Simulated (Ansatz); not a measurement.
# Calcium, simple cubic under LDA: from relaxation to bulk modulus, part 2 of 2

Aim: take calcium in the simple cubic structure, relax it, solve it on a dense k-mesh, switch on spin-orbit coupling, then scale the cell to 7 volumes from 88 to 112 % of the relaxed one and try a fit of the equation of state. The k-meshes are 9×9×9 for the relaxation; 15×15×15 for the dense run; 9×9×9 for spin-orbit coupling; 11×11×11 for the volumes.

Ansatz 0.2.0; DFT, LDA (PW92), plane waves (420 eV) with PAW, scalar-relativistic.

**5. At 88 % of the relaxed volume**

This is Ca in the simple cubic structure; at room conditions it is fcc.

Input file input.yaml:

```yaml
crystal:
  lattice:
    - [3.2284599572, 0.0, 0.0]
    - [0.0, 3.2284599572, 0.0]
    - [0.0, 0.0, 3.2284599572]
  atoms:
    - { symbol: Ca, position: [0.0, 0.0, 0.0] }
hamiltonian:
  xc: lda
  pseudopotentials:
    kind: paw
    azcp:
      Ca: "pseudopotentials/Ca.paw.azcp"
basis:
  ecutwfc: 420
  fft_grid_basis: typed
kpoints:
  mp_grid: { grid: [11, 11, 11], shift: [0, 0, 0] }
magnetization:
  spin_polarized: false
scf:
  occupations: { method: fermi_dirac, width: 0.1 }
  lower_state_search: "off"
output:
  stress: true
  write_density: true
  write_potential: true
  elf: true
  volumetric_format: npy
```

The program printed, shortened:

```text
Warning: <dir> the record states the generating functional pbe (its physics header spells it `PBE`), which answers neither for hamiltonian.xc's functional nor for the lda family's — results may be inconsistent (PPs are generated against a specific XC)
Warning: RAYON_NUM_THREADS=2 ignored (pool sized by the plan → 2); use --threads N
[...]
Pseudopotentials: kind: paw
Pseudopotential: Ca, paw, valence charge 10, recommended cutoff 420 eV (normal), <dir>
Functional definition: SPW92
[...]
Crystal: 1 atoms, lattice volume = 33.650 Å³
Basis set: ecut = 420 eV, 691 PW (Γ)
Bands: 9, of which v1, the nominal top of the filled ones, is band 5 counted from 1 (4 counted from 0)
Symmetry: 48 space group operations
Space group: Pm-3m (ITA 221), of the structure as read, at distance tolerance 3.2e-5 Å
k-points: 56 of 1331
[...]
SCF iter   1: F=—  HF=-1772.212300 eV  |F-HF|=—  |Δ(HF+E_count)|=         —  Δρ=3.94e-3  dr2=3.60e-3  ethr=1.77e-3  ⟨swp⟩=6.0  Hψ=4087  notcnv=0
[...]
SCF iter   6: F=-1772.212057 eV  HF=-1772.212057 eV  |F-HF|=9.37e-11  |Δ(HF+E_count)|=   1.91e-8  Δρ=1.27e-6  dr2=2.45e-10  ethr=5.91e-10  ⟨swp⟩=5.2  Hψ=2570  notcnv=0
[...]
SCF converged after 6 iterations
Free energy (F): -1772.212057 eV
[...]
E sigma→0 (E₀):  -1772.198473 eV
Entropy (-TS):   -0.027168 eV (-27.168 meV/atom)
Fermi energy:    6.314253 eV
[...]
--- Stress (GPa, compression-positive) ---
        1.932684       0.000000       0.000000
        0.000000       1.932684       0.000000
        0.000000       0.000000       1.932684
  P = ⅓ Tr σ = 1.9327 GPa (19.327 kbar)
--- Band table (eV; the first three rows and the last of 56) ---
  k-point 0: bands = ["-35.0654", "-16.0856", "-16.0856", "-16.0856", "2.1545", "6.9672", "6.9672", "11.2265", "11.2265"]
[...]
```

It took 1.2 s on 2 threads of Intel Xeon Platinum 8259CL at 2.50GHz (Skylake/Cascade Lake), shared host; peak memory 0.33 GiB.

**6. At 92 % of the relaxed volume**

Changes to input.yaml since step 5:

```diff
@@ -2,5 +2,5 @@
   lattice:
-    - [3.2284599572, 0.0, 0.0]
-    - [0.0, 3.2284599572, 0.0]
-    - [0.0, 0.0, 3.2284599572]
+    - [3.2766530318, 0.0, 0.0]
+    - [0.0, 3.2766530318, 0.0]
+    - [0.0, 0.0, 3.2766530318]
   atoms:
@@ -25,5 +25 @@
   stress: true
-  write_density: true
-  write_potential: true
-  elf: true
-  volumetric_format: npy
```

The program printed, shortened:

```text
Warning: <dir> the record states the generating functional pbe (its physics header spells it `PBE`), which answers neither for hamiltonian.xc's functional nor for the lda family's — results may be inconsistent (PPs are generated against a specific XC)
Warning: RAYON_NUM_THREADS=2 ignored (pool sized by the plan → 2); use --threads N
[...]
[... 3 set-up lines as earlier in the session ...]
[...]
Crystal: 1 atoms, lattice volume = 35.180 Å³
Basis set: ecut = 420 eV, 691 PW (Γ)
Bands: 9, of which v1, the nominal top of the filled ones, is band 5 counted from 1 (4 counted from 0)
[... 1 set-up line as earlier in the session ...]
Space group: Pm-3m (ITA 221), of the structure as read, at distance tolerance 3.3e-5 Å
k-points: 56 of 1331
[...]
SCF iter   1: F=—  HF=-1772.226965 eV  |F-HF|=—  |Δ(HF+E_count)|=         —  Δρ=3.77e-3  dr2=3.02e-3  ethr=1.77e-3  ⟨swp⟩=5.8  Hψ=4092  notcnv=0
[...]
SCF iter   6: F=-1772.226836 eV  HF=-1772.226836 eV  |F-HF|=1.05e-10  |Δ(HF+E_count)|=   1.27e-8  Δρ=1.53e-6  dr2=8.66e-10  ethr=4.06e-10  ⟨swp⟩=2.0  Hψ=1736  notcnv=0
[...]
SCF converged after 6 iterations
Free energy (F): -1772.226836 eV
[...]
E sigma→0 (E₀):  -1772.212041 eV
Entropy (-TS):   -0.029589 eV (-29.589 meV/atom)
Fermi energy:    5.949969 eV
[...]
--- Stress (GPa, compression-positive) ---
        1.184972       0.000000       0.000000
        0.000000       1.184972       0.000000
        0.000000       0.000000       1.184972
  P = ⅓ Tr σ = 1.1850 GPa (11.850 kbar)
```

It took 0.78 s on 2 threads of Intel Xeon Platinum 8259CL at 2.50GHz (Skylake/Cascade Lake), shared host; peak memory 0.33 GiB.

**7. At 96 % of the relaxed volume**

Changes to input.yaml since step 6:

```diff
@@ -2,5 +2,5 @@
   lattice:
-    - [3.2766530318, 0.0, 0.0]
-    - [0.0, 3.2766530318, 0.0]
-    - [0.0, 0.0, 3.2766530318]
+    - [3.3234686859, 0.0, 0.0]
+    - [0.0, 3.3234686859, 0.0]
+    - [0.0, 0.0, 3.3234686859]
   atoms:
```

The program printed, shortened:

```text
Warning: <dir> the record states the generating functional pbe (its physics header spells it `PBE`), which answers neither for hamiltonian.xc's functional nor for the lda family's — results may be inconsistent (PPs are generated against a specific XC)
Warning: RAYON_NUM_THREADS=2 ignored (pool sized by the plan → 2); use --threads N
[...]
[... 3 set-up lines as earlier in the session ...]
[...]
Crystal: 1 atoms, lattice volume = 36.709 Å³
Basis set: ecut = 420 eV, 739 PW (Γ)
Bands: 9, of which v1, the nominal top of the filled ones, is band 5 counted from 1 (4 counted from 0)
[... 2 set-up lines as earlier in the session ...]
k-points: 56 of 1331
[...]
SCF iter   1: F=—  HF=-1772.235093 eV  |F-HF|=—  |Δ(HF+E_count)|=         —  Δρ=3.61e-3  dr2=2.51e-3  ethr=1.77e-3  ⟨swp⟩=5.9  Hψ=4125  notcnv=0
[...]
SCF iter   6: F=-1772.235056 eV  HF=-1772.235056 eV  |F-HF|=2.41e-11  |Δ(HF+E_count)|=   1.06e-8  Δρ=2.15e-6  dr2=1.72e-9  ethr=3.30e-10  ⟨swp⟩=2.0  Hψ=1730  notcnv=0
[...]
SCF converged after 6 iterations
Free energy (F): -1772.235056 eV
[...]
E sigma→0 (E₀):  -1772.219198 eV
Entropy (-TS):   -0.031715 eV (-31.715 meV/atom)
Fermi energy:    5.616890 eV
[...]
--- Stress (GPa, compression-positive) ---
        0.554806       0.000000      -0.000000
        0.000000       0.554806       0.000000
        0.000000       0.000000       0.554806
  P = ⅓ Tr σ = 0.5548 GPa (5.548 kbar)
```

It took 0.74 s on 2 threads of Intel Xeon Platinum 8259CL at 2.50GHz (Skylake/Cascade Lake), shared host; peak memory 0.33 GiB.

**8. At 100 % of the relaxed volume**

Changes to input.yaml since step 7:

```diff
@@ -2,5 +2,5 @@
   lattice:
-    - [3.3234686859, 0.0, 0.0]
-    - [0.0, 3.3234686859, 0.0]
-    - [0.0, 0.0, 3.3234686859]
+    - [3.3690013122, 0.0, 0.0]
+    - [0.0, 3.3690013122, 0.0]
+    - [0.0, 0.0, 3.3690013122]
   atoms:
```

The program printed, shortened:

```text
Warning: <dir> the record states the generating functional pbe (its physics header spells it `PBE`), which answers neither for hamiltonian.xc's functional nor for the lda family's — results may be inconsistent (PPs are generated against a specific XC)
Warning: RAYON_NUM_THREADS=2 ignored (pool sized by the plan → 2); use --threads N
[...]
[... 3 set-up lines as earlier in the session ...]
[...]
Crystal: 1 atoms, lattice volume = 38.239 Å³
Basis set: ecut = 420 eV, 739 PW (Γ)
Bands: 9, of which v1, the nominal top of the filled ones, is band 5 counted from 1 (4 counted from 0)
[... 2 set-up lines as earlier in the session ...]
k-points: 56 of 1331
[...]
SCF iter   1: F=—  HF=-1772.237818 eV  |F-HF|=—  |Δ(HF+E_count)|=         —  Δρ=3.56e-3  dr2=2.32e-3  ethr=1.77e-3  ⟨swp⟩=5.9  Hψ=4105  notcnv=0
[...]
SCF iter   6: F=-1772.237731 eV  HF=-1772.237731 eV  |F-HF|=2.07e-10  |Δ(HF+E_count)|=   1.71e-9  Δρ=9.92e-7  dr2=6.03e-10  ethr=2.73e-10  ⟨swp⟩=2.0  Hψ=1519  notcnv=0
[...]
SCF converged after 6 iterations
Free energy (F): -1772.237731 eV
[...]
E sigma→0 (E₀):  -1772.220947 eV
Entropy (-TS):   -0.033568 eV (-33.568 meV/atom)
Fermi energy:    5.310758 eV
[...]
--- Stress (GPa, compression-positive) ---
        0.020123      -0.000000      -0.000000
        0.000000       0.020123       0.000000
        0.000000       0.000000       0.020123
  P = ⅓ Tr σ = 0.0201 GPa (0.201 kbar)
```

Run time: 0.72 s. Hardware: 2 threads of Intel Xeon Platinum 8259CL at 2.50GHz (Skylake/Cascade Lake), shared host; peak memory 0.33 GiB.

**9. At 104 % of the relaxed volume**

Changes to input.yaml since step 8:

```diff
@@ -2,5 +2,5 @@
   lattice:
-    - [3.3690013122, 0.0, 0.0]
-    - [0.0, 3.3690013122, 0.0]
-    - [0.0, 0.0, 3.3690013122]
+    - [3.413335361, 0.0, 0.0]
+    - [0.0, 3.413335361, 0.0]
+    - [0.0, 0.0, 3.413335361]
   atoms:
```

The program printed, shortened:

```text
Warning: <dir> the record states the generating functional pbe (its physics header spells it `PBE`), which answers neither for hamiltonian.xc's functional nor for the lda family's — results may be inconsistent (PPs are generated against a specific XC)
Warning: RAYON_NUM_THREADS=2 ignored (pool sized by the plan → 2); use --threads N
[...]
[... 3 set-up lines as earlier in the session ...]
[...]
Crystal: 1 atoms, lattice volume = 39.768 Å³
Basis set: ecut = 420 eV, 751 PW (Γ)
Bands: 9, of which v1, the nominal top of the filled ones, is band 5 counted from 1 (4 counted from 0)
[... 2 set-up lines as earlier in the session ...]
k-points: 56 of 1331
[...]
SCF iter   1: F=—  HF=-1772.235797 eV  |F-HF|=—  |Δ(HF+E_count)|=         —  Δρ=3.52e-3  dr2=2.27e-3  ethr=1.77e-3  ⟨swp⟩=5.8  Hψ=4085  notcnv=0
[...]
SCF iter   6: F=-1772.235691 eV  HF=-1772.235691 eV  |F-HF|=6.32e-11  |Δ(HF+E_count)|=  6.63e-10  Δρ=7.48e-7  dr2=3.02e-10  ethr=1.00e-10  ⟨swp⟩=2.0  Hψ=1501  notcnv=0
[...]
SCF converged after 6 iterations
Free energy (F): -1772.235691 eV
[...]
E sigma→0 (E₀):  -1772.218072 eV
Entropy (-TS):   -0.035238 eV (-35.238 meV/atom)
Fermi energy:    5.028012 eV
[...]
--- Stress (GPa, compression-positive) ---
       -0.435481      -0.000000      -0.000000
       -0.000000      -0.435481       0.000000
        0.000000       0.000000      -0.435481
  P = ⅓ Tr σ = -0.4355 GPa (-4.355 kbar)
```

Wall time 0.99 s (2 threads of Intel Xeon Platinum 8259CL at 2.50GHz (Skylake/Cascade Lake), shared host); peak memory 0.33 GiB.

**10. At 108 % of the relaxed volume**

Changes to input.yaml since step 9:

```diff
@@ -2,5 +2,5 @@
   lattice:
-    - [3.413335361, 0.0, 0.0]
-    - [0.0, 3.413335361, 0.0]
-    - [0.0, 0.0, 3.413335361]
+    - [3.4565467249, 0.0, 0.0]
+    - [0.0, 3.4565467249, 0.0]
+    - [0.0, 0.0, 3.4565467249]
   atoms:
```

The program printed, shortened:

```text
Warning: <dir> the record states the generating functional pbe (its physics header spells it `PBE`), which answers neither for hamiltonian.xc's functional nor for the lda family's — results may be inconsistent (PPs are generated against a specific XC)
Warning: RAYON_NUM_THREADS=2 ignored (pool sized by the plan → 2); use --threads N
[...]
[... 3 set-up lines as earlier in the session ...]
[...]
Crystal: 1 atoms, lattice volume = 41.298 Å³
Basis set: ecut = 420 eV, 799 PW (Γ)
Bands: 9, of which v1, the nominal top of the filled ones, is band 5 counted from 1 (4 counted from 0)
[... 1 set-up line as earlier in the session ...]
Space group: Pm-3m (ITA 221), of the structure as read, at distance tolerance 3.5e-5 Å
k-points: 56 of 1331
[...]
SCF iter   1: F=—  HF=-1772.229693 eV  |F-HF|=—  |Δ(HF+E_count)|=         —  Δρ=3.56e-3  dr2=2.49e-3  ethr=1.77e-3  ⟨swp⟩=5.6  Hψ=4060  notcnv=0
[...]
SCF iter   6: F=-1772.229628 eV  HF=-1772.229628 eV  |F-HF|=3.28e-10  |Δ(HF+E_count)|=   3.18e-9  Δρ=8.43e-7  dr2=5.95e-10  ethr=1.30e-10  ⟨swp⟩=2.0  Hψ=1513  notcnv=0
[...]
SCF converged after 6 iterations
Free energy (F): -1772.229628 eV
[...]
E sigma→0 (E₀):  -1772.211223 eV
Entropy (-TS):   -0.036810 eV (-36.810 meV/atom)
Fermi energy:    4.765813 eV
[...]
--- Stress (GPa, compression-positive) ---
       -0.824302      -0.000000       0.000000
       -0.000000      -0.824302       0.000000
        0.000000       0.000000      -0.824302
  P = ⅓ Tr σ = -0.8243 GPa (-8.243 kbar)
```

It took 0.91 s on 2 threads of Intel Xeon Platinum 8259CL at 2.50GHz (Skylake/Cascade Lake), shared host; peak memory 0.33 GiB.

**11. At 112 % of the relaxed volume**

Changes to input.yaml since step 10:

```diff
@@ -2,5 +2,5 @@
   lattice:
-    - [3.4565467249, 0.0, 0.0]
-    - [0.0, 3.4565467249, 0.0]
-    - [0.0, 0.0, 3.4565467249]
+    - [3.4987038886, 0.0, 0.0]
+    - [0.0, 3.4987038886, 0.0]
+    - [0.0, 0.0, 3.4987038886]
   atoms:
```

The program printed, shortened:

```text
Warning: <dir> the record states the generating functional pbe (its physics header spells it `PBE`), which answers neither for hamiltonian.xc's functional nor for the lda family's — results may be inconsistent (PPs are generated against a specific XC)
Warning: RAYON_NUM_THREADS=2 ignored (pool sized by the plan → 2); use --threads N
[...]
[... 3 set-up lines as earlier in the session ...]
[...]
Crystal: 1 atoms, lattice volume = 42.827 Å³
Basis set: ecut = 420 eV, 847 PW (Γ)
Bands: 9, of which v1, the nominal top of the filled ones, is band 5 counted from 1 (4 counted from 0)
[... 2 set-up lines as earlier in the session ...]
k-points: 56 of 1331
[...]
SCF iter   1: F=—  HF=-1772.220292 eV  |F-HF|=—  |Δ(HF+E_count)|=         —  Δρ=3.62e-3  dr2=2.79e-3  ethr=1.77e-3  ⟨swp⟩=5.6  Hψ=4066  notcnv=0
[...]
SCF iter   6: F=-1772.220134 eV  HF=-1772.220134 eV  |F-HF|=2.11e-11  |Δ(HF+E_count)|=   2.73e-9  Δρ=4.05e-7  dr2=4.40e-11  ethr=9.35e-11  ⟨swp⟩=1.3  Hψ=1599  notcnv=0
[...]
SCF converged after 6 iterations
Free energy (F): -1772.220134 eV
[...]
E sigma→0 (E₀):  -1772.200971 eV
Entropy (-TS):   -0.038326 eV (-38.326 meV/atom)
Fermi energy:    4.521942 eV
[...]
--- Stress (GPa, compression-positive) ---
       -1.155814      -0.000000      -0.000000
       -0.000000      -1.155814       0.000000
       -0.000000       0.000000      -1.155814
  P = ⅓ Tr σ = -1.1558 GPa (-11.558 kbar)
```

It took 0.91 s on 2 threads of Intel Xeon Platinum 8259CL at 2.50GHz (Skylake/Cascade Lake), shared host; peak memory 0.33 GiB.

**12. Energy and pressure against volume**

The cell was scaled evenly, with its shape and the fractional positions fixed.

```csv
V (Å³/atom),E − E₀ (meV/atom),P from the stress (GPa),P from the fit (GPa)
33.650,22.5,1.93,1.79
35.180,9.0,1.18,1.07
36.709,1.8,0.55,0.45
38.239,0.1,0.02,-0.07
39.768,2.9,-0.44,-0.52
41.298,9.8,-0.82,-0.90
42.827,20.0,-1.16,-1.23
```

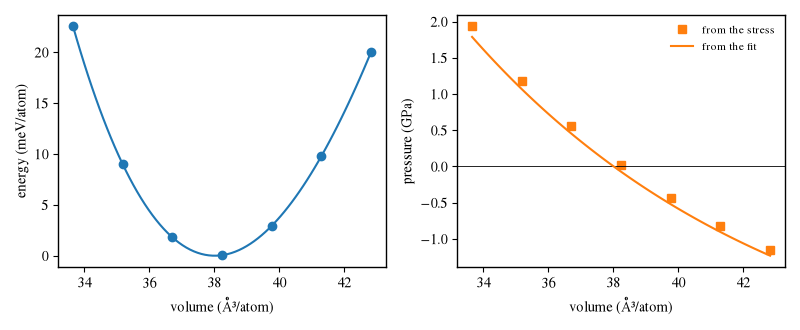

Energy and pressure against volume; the lines are the Birch-Murnaghan fit.

A third-order Birch-Murnaghan fit gives V₀ = 38.013 Å³/atom, B₀ = 12.3 GPa and B₀′ = 2.9; it misses no point by more than 0.02 meV/atom.

Fit and stress differ a little: one follows E(σ → 0), the other the smeared free energy.

**13. Summary of results**

This closing draws on all 2 parts.

```
                      quantity                               value
space group (spins left aside)                     Pm-3m (No. 221)
             conventional cell                         a = 3.369 Å
                        volume                      38.239 Å³/atom
             shortest distance                             3.369 Å
               gap on the mesh        none (levels filled in part)
               relative to fcc                       +381 meV/atom
 highest ELF outside the cores  0.67, 2.64 Å from the nearest atom
                   V₀, B₀, B₀′       38.013 Å³/atom, 12.3 GPa, 2.9
```

In words: From the guessed start the volume shrank by 18.9 % in 4 steps. It lies 381 meV/atom above the element's reference form at the same level (fcc, from a run of its own), so it is far from stable. No gap shows: it is a metal or semimetal at this level. The total energy of the spin-orbit run (on a coarser mesh) lies -27 meV/atom from the scalar one; mesh and treatment of the core enter this figure, so it is no spin-orbit energy. B₀ comes out at 12.3 GPa, a soft solid. The symmetry was held, so the structure may be unstable against distortions that break it.
